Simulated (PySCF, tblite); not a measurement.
# C₅H₉F: magnetic properties

What do calculations give for the magnetic properties of C₅H₉F (`C[C@@H]1C[C@@H]1CF`)?

Programs: tblite 0.8.0 and PySCF 2.14.0, with routines of our own; each step states its level. All values are computed. Atoms count from 0.

### 1 The system as given

15 atoms, charge 0, multiplicity 1; geometry from: force field or distance geometry start.

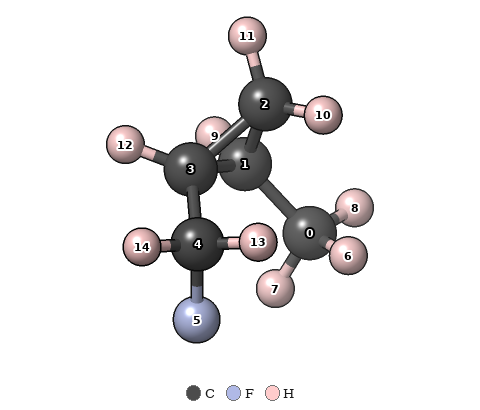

The starting geometry (carbon dark grey, fluorine light blue, hydrogen pink).

### 2 Optimising the geometry with GFN2-xTB, one coordinate held

Job settings and geometry (Å):

```
{"job": {"kind": "relax", "xc": "GFN2-xTB", "basis": "xTB"}, "charge": 0, "multiplicity": 1}
C      1.553800    -0.746400    -0.135400
C      0.785200     0.546400    -0.161000
C      0.097200     1.024300     1.095000
C     -0.723300     0.603300    -0.115300
C     -1.574100    -0.628300    -0.043000
F     -1.096300    -1.519000    -0.960700
H      1.146100    -1.454100     0.588500
H      1.523900    -1.204300    -1.120300
H      2.597500    -0.560400     0.124800
H      1.285300     1.280600    -0.764600
H      0.083200     0.394700     1.971600
H      0.124000     2.085300     1.318000
H     -1.212500     1.372900    -0.679800
H     -1.514600    -1.092200     0.935200
H     -2.623600    -0.424900    -0.295800
```

Started as:

```
$ OMP_NUM_THREADS=1 python excited_run.py task.json out
```

This one command runs all jobs of the session in turn.

Log:

```text
step      E/eV     max force
  0    -544.23320    0.845
  1    -544.26154    0.507
  2    -544.27700    0.317
  3    -544.28838    0.416
  4    -544.29431    0.439
  5    -544.29881    0.371
  6    -544.30039    0.279
  7    -544.30110    0.228
  8    -544.30154    0.220
  9    -544.30190    0.219
 10    -544.30216    0.220
 11    -544.30237    0.222
 12    -544.30255    0.226
 13    -544.30271    0.231
 14    -544.30282    0.232
 15    -544.30290    0.229
 16    -544.30297    0.227
 17    -544.30305    0.227
 18    -544.30311    0.227
 19    -544.30315    0.227
 20    -544.30319    0.227
 21    -544.30322    0.225
 22    -544.30325    0.223
 23    -544.30327    0.222
 24    -544.30330    0.220
 25    -544.30333    0.219
 26    -544.30337    0.219
 27    -544.30340    0.219
 28    -544.30342    0.218
 29    -544.30344    0.218
 30    -544.30346    0.219
 31    -544.30347    0.220
```

Run time: 0.23 s. Hardware: 1 thread of Arm Neoverse V1, shared host.

One coordinate is held by a constraint (a dihedral, as typed in the start), so the force along it need not vanish.

Along the way:

```csv
step,energy from step 0 (eV),largest force (eV/Å)
0,0.0000,0.8454
1,-0.0283,0.5070
2,-0.0438,0.3166
3,-0.0552,0.4156
4,-0.0611,0.4393
5,-0.0656,0.3711
6,-0.0672,0.2793
7,-0.0679,0.2279
8,-0.0683,0.2205
9,-0.0687,0.2188
10,-0.0690,0.2205
11,-0.0692,0.2224
12,-0.0693,0.2259
13,-0.0695,0.2309
14,-0.0696,0.2315
15,-0.0697,0.2287
16,-0.0698,0.2275
17,-0.0698,0.2269
18,-0.0699,0.2267
19,-0.0699,0.2274
20,-0.0700,0.2271
21,-0.0700,0.2253
22,-0.0701,0.2232
23,-0.0701,0.2216
24,-0.0701,0.2202
25,-0.0701,0.2192
26,-0.0702,0.2195
27,-0.0702,0.2188
28,-0.0702,0.2176
29,-0.0702,0.2179
30,-0.0703,0.2186
31,-0.0703,0.2197
```

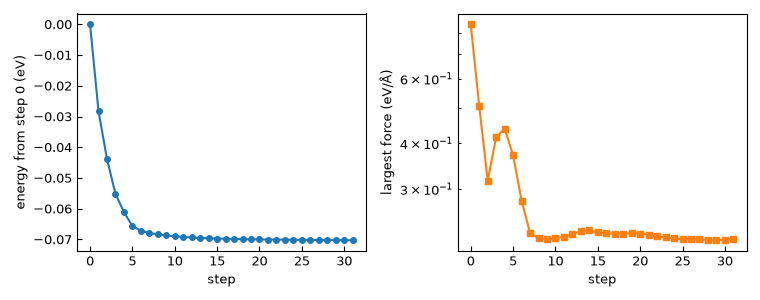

Energy and force, step by step.

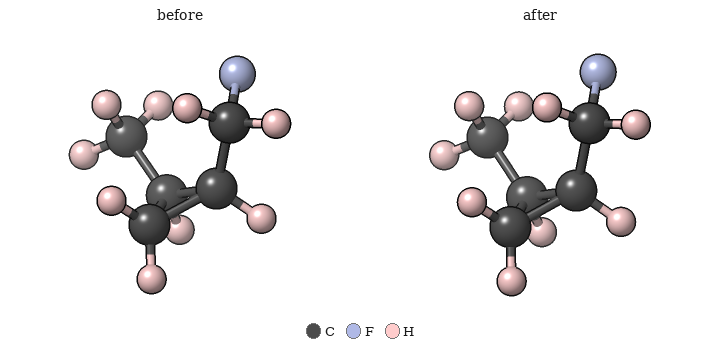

Before and after, at one scale.

Close pairs (by a distance rule), those that changed most:

```csv
bond,before (Å),after (Å),change (Å)
C2–C3,1.522,1.503,-0.019
C4–F5,1.365,1.379,+0.014
C4–H13,1.084,1.096,+0.012
C1–C2,1.510,1.498,-0.012
C3–H12,1.073,1.084,+0.011
C3–C4,1.499,1.509,+0.010
C1–H9,1.074,1.084,+0.010
C2–H11,1.085,1.079,-0.005
```

The next job starts from the end point, and lists it.

### 3 Magnetic properties: GIAO B3LYP/pcSseg-1

Job settings and geometry (Å):

```
{"job": {"kind": "mag", "xc": "B3LYP", "basis": "pcSseg-1", "isotopologues": 0}, "charge": 0, "multiplicity": 1}
C      1.536346    -0.748171    -0.134055
C      0.787474     0.559835    -0.150235
C      0.100892     1.049097     1.088039
C     -0.719242     0.615705    -0.094006
C     -1.552021    -0.641753    -0.051885
F     -1.118554    -1.580392    -0.964901
H      1.097943    -1.443512     0.576551
H      1.518222    -1.210445    -1.118985
H      2.574014    -0.575112     0.147609
H      1.256072     1.310349    -0.776761
H      0.109759     0.400664     1.951725
H      0.128585     2.099848     1.333182
H     -1.173760     1.407234    -0.678310
H     -1.497261    -1.132216     0.926789
H     -2.597482    -0.432910    -0.298449
```

With the program's defaults for keys left out, this is: GIAO B3LYP/pcSseg-1 magnetisability, rotational g tensor and spin-rotation constants, non-relativistic, gas phase.

Log:

```text
coarse grid: 12096 points
cycle   1  E = -295.6121027443  dE =  6.555e-01  |g| = 5.698e-01  |ddm| = 3.271e+00
cycle   2  E = -295.5681258172  dE =  4.398e-02  |g| = 7.868e-01  |ddm| = 1.003e+00
cycle   3  E = -295.6768153575  dE = -1.087e-01  |g| = 7.015e-02  |ddm| = 5.883e-01
cycle   4  E = -295.6775607278  dE = -7.454e-04  |g| = 3.227e-02  |ddm| = 6.484e-02
cycle   5  E = -295.6777771451  dE = -2.164e-04  |g| = 5.315e-03  |ddm| = 2.922e-02
cycle   6  E = -295.6777824572  dE = -5.312e-06  |g| = 1.890e-03  |ddm| = 7.119e-03
final grid: 115992 points
cycle   7  E = -295.7304594141  dE = -3.630e-05  |g| = 8.653e-03  |ddm| = 2.524e-02
cycle   8  E = -295.7304439239  dE =  1.549e-05  |g| = 1.250e-02  |ddm| = 1.663e-02
cycle   9  E = -295.7304758382  dE = -3.191e-05  |g| = 8.606e-04  |ddm| = 9.693e-03
cycle  10  E = -295.7304759614  dE = -1.232e-07  |g| = 2.310e-04  |ddm| = 7.470e-04
cycle  11  E = -295.7304759705  dE = -9.030e-09  |g| = 5.645e-05  |ddm| = 2.276e-04
cycle  12  E = -295.7304759711  dE = -6.405e-10  |g| = 1.978e-05  |ddm| = 5.852e-05
converged SCF energy = -295.7304759711

Magnetisability tensor (1e-30 J/T^2)
     -997.51       27.64       22.17
       27.64    -1199.19        0.82
       22.17        0.82     -994.71
isotropic -1063.80   principal values   -1202.94  -1016.32   -972.15
isotropic susceptibility -64.064 1e-6 cm^3/mol

Inertial axes            a          b          c
rot. const./GHz      5.1212     3.1063     2.2226
chi total           -62.484    -66.753    -62.954
chi diamagnetic    -335.102   -462.243   -622.333
chi paramagnetic    272.618    395.490    559.379
quadrupole/D A       -2.875      0.768      2.107
g nuclear            0.6502     0.5768     0.5790
g electronic        -0.6559    -0.5772    -0.5841
g total             -0.0057    -0.0004    -0.0050

Spin-rotation constants (kHz, H = +C I.J)
atom  isotope        aa         bb         cc
  5    19F        0.589      2.077      0.698
  6     1H       -0.475     -0.338     -0.016
  7     1H       -0.307     -0.195     -0.128
  8     1H       -0.026     -0.240     -0.237
  9     1H       -0.387     -0.330     -0.044
 10     1H       -0.587     -0.374      0.024
 11     1H       -0.227     -0.172     -0.238
 12     1H       -0.549     -0.224     -0.048
 13     1H       -0.517     -0.341      0.156
 14     1H       -0.141     -0.063     -0.171
  0    13C*       0.836      0.446      0.332
  1    13C*       0.693      0.567      0.271
  2    13C*       0.841      0.487      0.288
  3    13C*       0.884      0.450      0.297
  4    13C*       1.394      0.679      0.645
* in the singly substituted isotopologue
```

Run time: 21 s. Hardware: 1 thread of Arm Neoverse V1, shared host; peak memory 0.74 GiB.

In short:

```csv
quantity,value
magnetisability,-1064·10⁻³⁰ J/T²
molar susceptibility,-64.1·10⁻⁶ cm³/mol
"rotational g (a, b, c)","-0.0057, -0.0004, -0.0050"
```

### 4 What came out

| quantity | value |
| --- | --- |
| magnetisability (step 3, GIAO B3LYP/pcSseg-1) | -1064·10⁻³⁰ J/T² |
| molar susceptibility (step 3, GIAO B3LYP/pcSseg-1) | -64.1·10⁻⁶ cm³/mol |
| rotational g (a, b, c) (step 3, GIAO B3LYP/pcSseg-1) | -0.0057, -0.0004, -0.0050 |

In words: The values above hold for this geometry and these levels alone. Vibrational averaging and real surroundings are missing from these values.
